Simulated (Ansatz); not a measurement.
```xyz
6

N    -0.1468    1.0336   -0.0421
Al    0.1078   -0.6945    0.0149
Br    1.6344   -1.5509    1.4138
Br   -1.0940   -2.0427   -1.3114
H     0.3537    1.7004    0.5219
H    -0.8128    1.4900   -0.6433
```

Geometry: PBE0-D4/def2-TZVP.

Method: RKS PBE0-D4/def2-TZVPP in Ansatz.

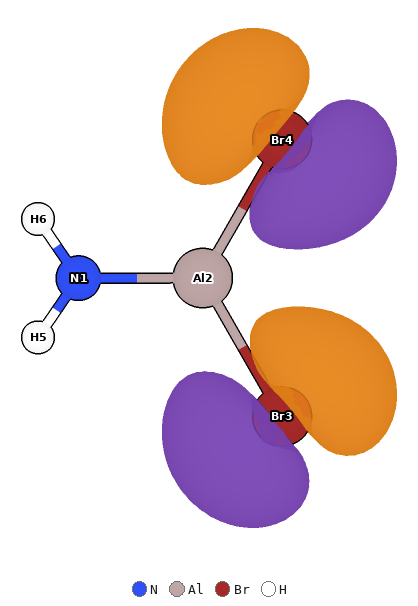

AlBr$_{2}$H$_{2}$N (SMILES [NH2][Al]([Br])[Br]). The HOMO−1 at ±0.1 Å⁻³ᐟ² (orange and purple are the two phases), seen at a tilt.

> What is the character of this orbital?

It lies mainly on Br4 (about 45 %) and Br3 (about 45 %); it is symmetric in the molecular plane (an in-plane orbital: σ, lone-pair or in-plane π type); largely a combination of lone pairs on Br4 and Br3. Its energy is −8.51 eV.
